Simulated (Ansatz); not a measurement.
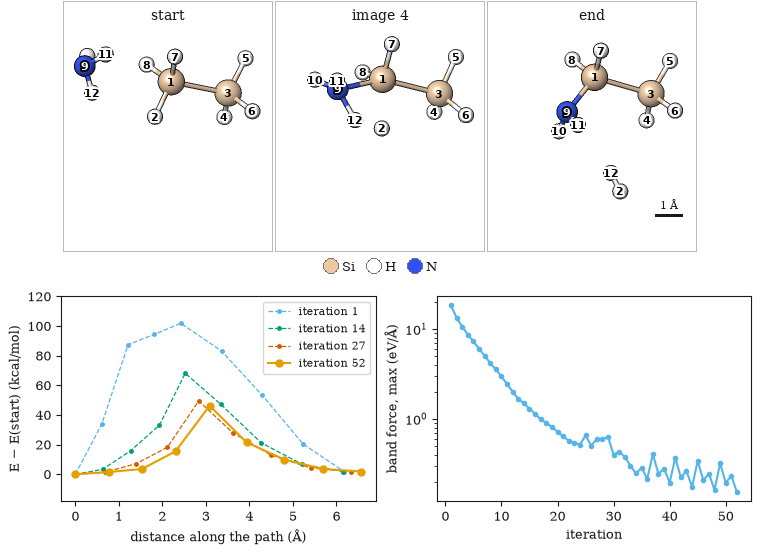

NEB run on Si2NH9, made up at the start of Si₂H₆ and NH3. Images are numbered from 0 (start) to 8 (end). The plot follows the band through its iterations. Style: ball-and-stick. Shown at a tilt.

All numbers below come from Ansatz, RKS PBE/cc-pVDZ. Settings: 7 movable images; climbing image; force threshold 0.05 eV/Å; iteration limit 52; optimiser L-BFGS; largest step 0.02 Å; starting path through a guess of the saddle point.

Judge this run.

Answer. The result isn't final. The band hadn't converged when the run stopped after 52 iterations. The largest component of the band force went from 18 to 0.15 eV/Å. The barrier read from it is provisional, though the highest image hardly moved in the last two iterations. The step length is far from the usual. The first iteration put the highest image at 101.9 kcal/mol. Forward barrier 46.2 kcal/mol, backward barrier 44.4 kcal/mol, with image 4 at the top; the reaction energy is +1.9 kcal/mol.

Limits of the set-up: the start holds two separate molecules, 2.7 Å apart at their closest, whose relative position is a soft coordinate and is computed without a dispersion correction.

Cost: 11 min on 2 threads of Intel(R) Xeon(R) Platinum 8175M CPU @ 2.50GHz (Skylake/Cascade Lake), on a shared host, peak memory 0.16 GiB.
